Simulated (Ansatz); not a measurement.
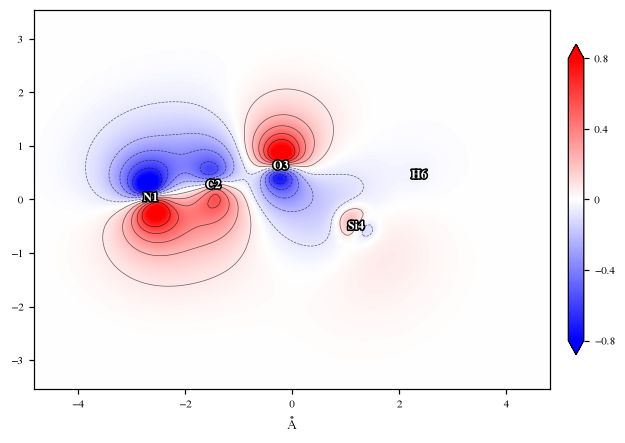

The picture shows: CH3NOSi (SMILES N#CO[SiH3]). The HOMO−1 on the plane of atoms C2, O3 and Si4 (values in Å⁻³ᐟ²; the overall sign is arbitrary).

The calculation used Ansatz 0.2.0, RKS PBE-D4/6-31G.

```xyz
7

N     2.1959   -1.6506    0.8459
C     1.1636   -1.0520    0.8205
O     0.0112   -0.4267    0.8829
Si   -0.7054    0.6004   -0.4193
H    -0.9090   -0.2591   -1.6425
H    -1.9952    1.0430    0.2056
H     0.2388    1.7449   -0.6931
```

**What is the character of this orbital?**

Its weight (Hirshfeld) is mainly on N1 (about 45 %), C2 (about 25 %) and O3 (about 25 %). Its energy is −7.16 eV.
